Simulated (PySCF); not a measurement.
```xyz
9
charge 0, multiplicity 1
O    -1.6232    0.9465    0.3400
Si   -0.7493   -0.2948   -0.3196
C     1.0961   -0.1917    0.2395
F     1.6456    0.9847   -0.1199
F     1.8237   -1.1626   -0.3347
F     1.2505   -0.3085    1.5643
H    -1.4143    1.8437    0.0633
H    -0.7083   -0.2570   -1.8094
H    -1.3112   -1.5631    0.2011
```

Work out the structure from the coordinates.

Formula CH₃F₃OSi. Its SMILES string is `O[SiH2]C(F)(F)F`. It has no ring. Among its groups: C–F bond, Si–H bond, Si–O bond. The point group is C1. Coordination: 1 O bent; 1 Si tetrahedral; 1 C tetrahedral.

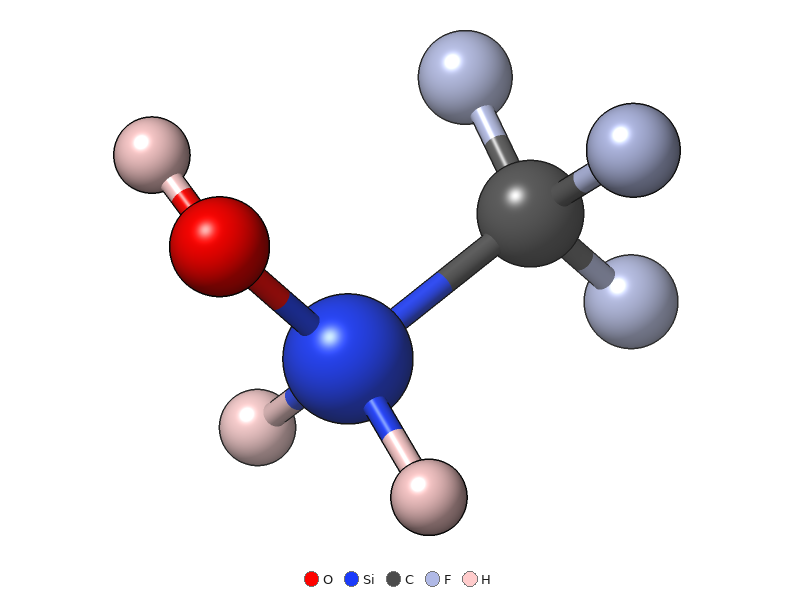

Figure made from data computed with PySCF.
